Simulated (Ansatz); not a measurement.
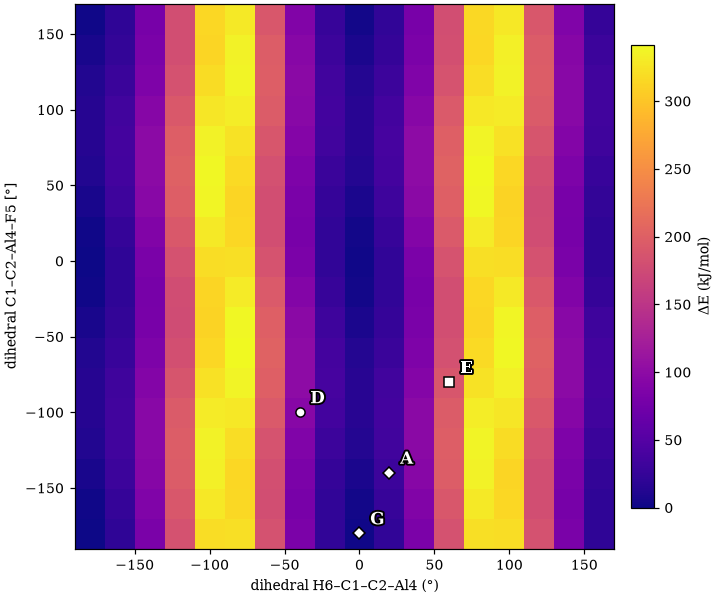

C2H3AlClF, SMILES C=[C](Cl)[AlH][F]. 
- The first coordinate is: dihedral H6–C1–C2–Al4; the second: dihedral C1–C2–Al4–F5.
- Nothing is relaxed (all other coordinates rigid).
- The scan uses an 18 × 18 grid; 228 points were computed and 96 follow by symmetry.
- Points are written as (first, second).
- All energies are given in kJ/mol relative to the lowest grid point.
- The dihedral twists a double bond; near 90° a spin-restricted reference is unreliable.
- Computed with RHF/def2-TZVP in Ansatz 0.2.0.

In the figure: one coloured cell a grid point, lettered points.

### Is E the lowest point of the computed grid?

No. E lies 189 kJ/mol above the lowest grid point, which is at (−180°, −180°).

### Rank the lettered points by energy, lowest first.

G (1.4 kJ/mol), A (31 kJ/mol), D (94 kJ/mol), E (189 kJ/mol).
